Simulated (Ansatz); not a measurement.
All values below come from PBE (plane waves to 420 eV, PAW; Ansatz, a first-principles code).

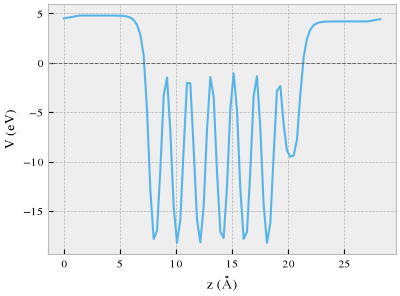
Figure. Planar average of the electrostatic potential across the slab, in eV from the Fermi level, for a constructed model of the (110) surface of bcc Fe, ferromagnetic, a pseudomorphic layer of Al in the host's stacking (bottom of the slab: a bare face, its two planes held)

Set-up: 7 atoms, 12.2 Å thick at the start; mesh 16x16x1; 0.1 eV smearing; dipole correction on; 2 atoms held, the rest relaxed; symmetry of the start imposed; spin-polarised, ending with about 13.5 μB a cell; orders that need a larger cell were not tried, no spin-orbit, no U. It is one candidate, not shown to be the stable structure of the face.

The vacuum level lies 4.20 eV above the Fermi level over the top face and 4.80 eV above it under the bottom face.
